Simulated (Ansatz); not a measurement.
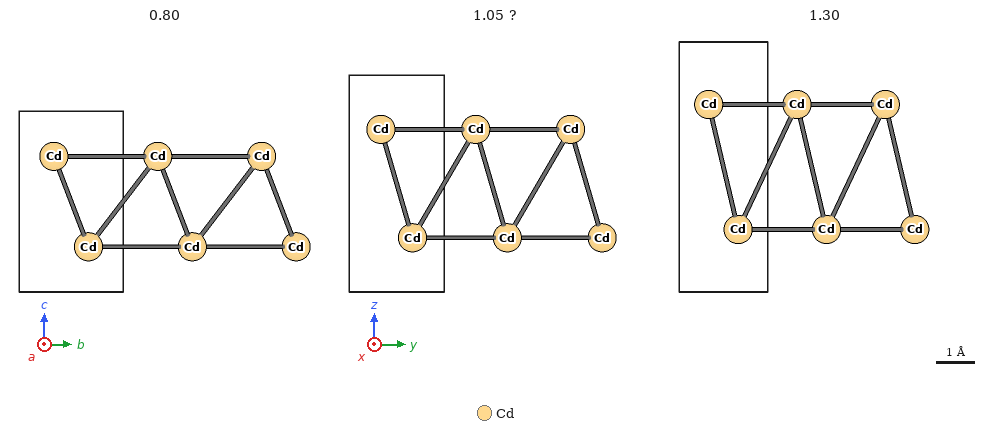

Energy scan for crystalline Cd (P6_3/mmc), in which the ratio of the cell's length along z to its lengths across, counted as 1 for the reference, is changed at fixed volume (a c/a path), with the atoms kept at their fractional coordinates. x, y and z are the Cartesian axes of the input. Style: ball-and-stick. Shown: the cell of the calculation, repeated 2 × 3 × 1 with one cell outlined, along the a axis.

These are results of DFT PBE, scalar-relativistic, plane waves, PAW (Ansatz 0.2.0), not measurements. Settings: plane-wave cutoff 420 eV; k-point mesh 24 × 24 × 10; occupations gaussian; smearing width 0.15 eV; no spin polarisation. Energies (free energies at the smearing named) are counted from the cell as listed in its source, which wasn't relaxed.

```
axial ratio over its reference value  energy change (meV/atom)
                                0.80                      16.2
                                0.85                      12.0
                                0.92                       3.5
                                0.96                       1.2
                                1.00                       0.0
                                1.05                         ?
                                1.10                      28.7
                                1.20                      99.9
                                1.30                     226.4
```

> One row is withheld. What is its energy?

A straight line between the two neighbours gives 14.3 meV/atom. A cubic through the four nearest rows (0.96, 1.00, 1.10, 1.20) gives, with Lagrange weights, (−0.2790)(1.2) + (0.8437)(0.0) + (0.4821)(28.7) + (−0.0469)(99.9) = 8.8 meV/atom. The calculation gives 8.3 meV/atom, so the cubic is 0.5 meV/atom too high and the straight line 6.0 meV/atom too high, as the curve bends upwards here.

The whole profile:

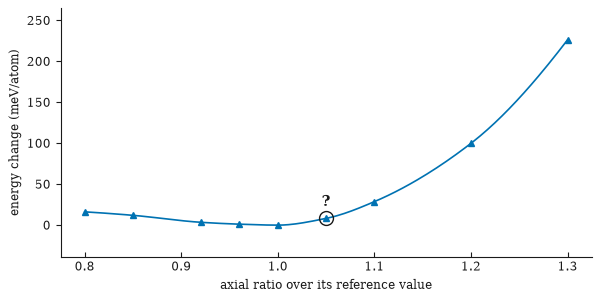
